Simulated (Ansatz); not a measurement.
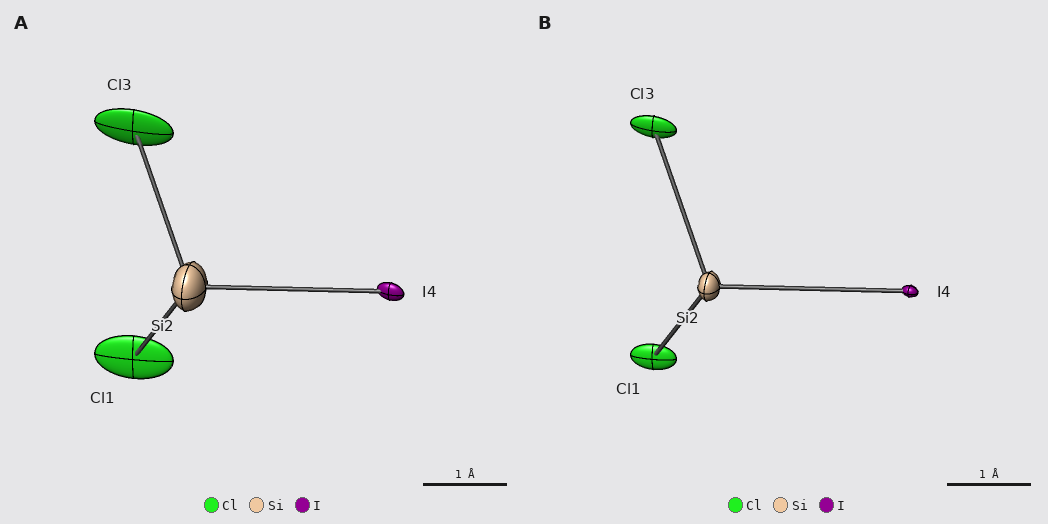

Displacement ellipsoids at the 50 % level, scaled by 2, from the internal vibrations of the free molecule (harmonic, no overall translation or rotation; no half-axis is drawn under 0.075 Å). Charge 0, doublet. Vibrations computed with UKS PBE0-D4/def2-TZVP, core potentials on I (Ansatz 0.2.0). One panel is for 298 K, the other for 900 K.

### Which panel is for 900 K?

A.

### How much does the mean-square displacement of I4 grow, and why?

U_eq goes from 0.00053 to 0.0016 Å², a factor of 2.9. Modes below kT (626 cm⁻¹ at 900 K) grow about in proportion to T, and the lowest lies at 117 cm⁻¹; the mean-square amplitude of a mode is its zero-point value times coth(ħω/2kT), which comes close to 1 only above about 3kT.
